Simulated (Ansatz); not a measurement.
**SiH$_{4}$···NH$_{3}$: density, localisation and related maps**

```xyz
9

Si    0.4143    0.0399   -0.1293
H     0.5714   -0.1182    1.3514
H     1.7719    0.0794   -0.7666
H    -0.3046    1.3184   -0.4312
H    -0.3534   -1.1190   -0.6863
N    -2.8025   -0.0589    1.4100
H    -2.7290   -0.6909    0.6042
H    -2.5601    0.8744    1.0578
H    -2.0408   -0.3250    2.0451
```

The calculation used Ansatz, RKS PBE-D4/6-31G*.

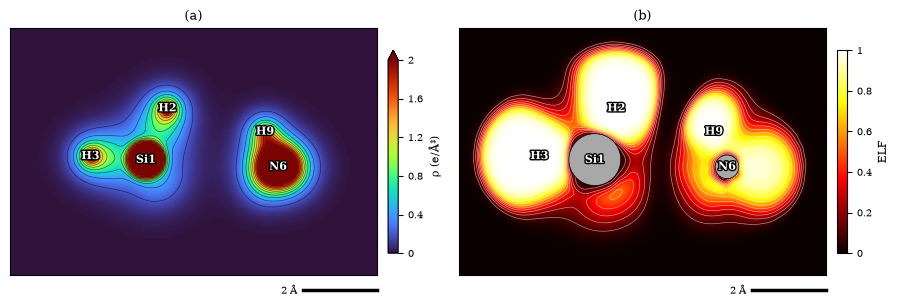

Figure 1. (a) total electron density; (b) electron localisation function on the plane of atoms H2, Si1 and H3. Grey discs cover the atomic cores in the ELF map.

Read the bonding off the picture.

Atoms in the plane: Si, H and N. Si1···N6 (3.57 Å): the density falls to about 0.05 e/Å³ on the way; the ELF dips to about 0.05 between them; a non-bonded, intermolecular contact. N–H (1.03 Å): ρ is about 2.7 e/Å³ halfway; the ELF climbs to about 1 towards the hydrogen, as it does in any bond to H; a covalent bond by its length. Si–H (1.50 Å): ρ is about 0.77 e/Å³ halfway; the ELF climbs to about 1 towards the hydrogen. The ELF also peaks beside N6, away from the bonds: lone-pair regions.

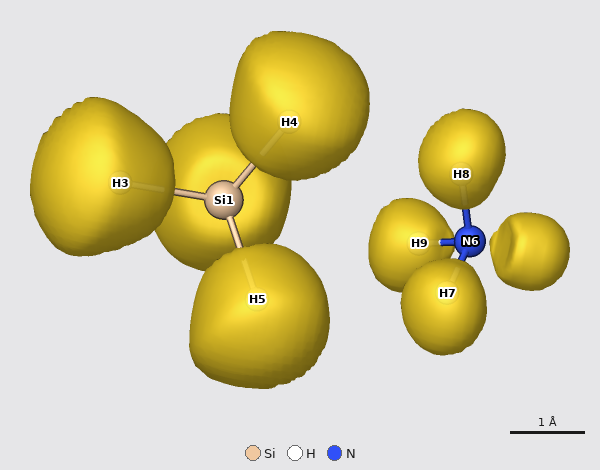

Figure 2. Isosurface of the ELF at 0.9 (yellow), seen at a tilt. Core shells and regions of very low density are left out.

What do the ELF domains correspond to?

The surface consists of seven regions around hydrogen nuclei and one lobe on N, pointing away from the bonds (lone pairs).

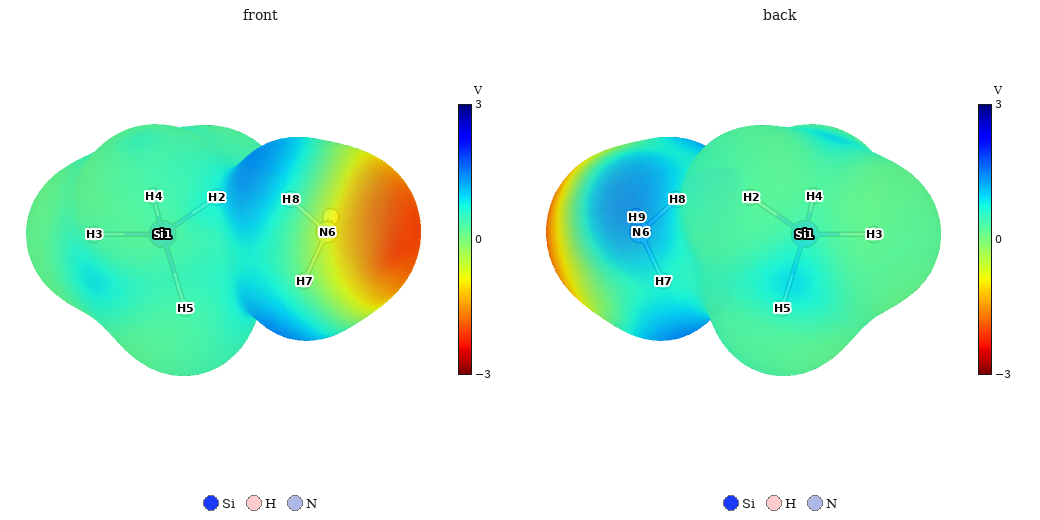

Figure 3. The electrostatic potential painted on the density surface at 0.002 e/bohr³, seen from the front and from behind; the colour scale runs from red (negative) to blue (positive).

Where is the surface potential most negative and most positive?

The most negative region (about −2.1 V) lies over N6, the most positive (about +1.4 V) over H7, H8 and H9. N6 is the likeliest acceptor of a hydrogen bond.
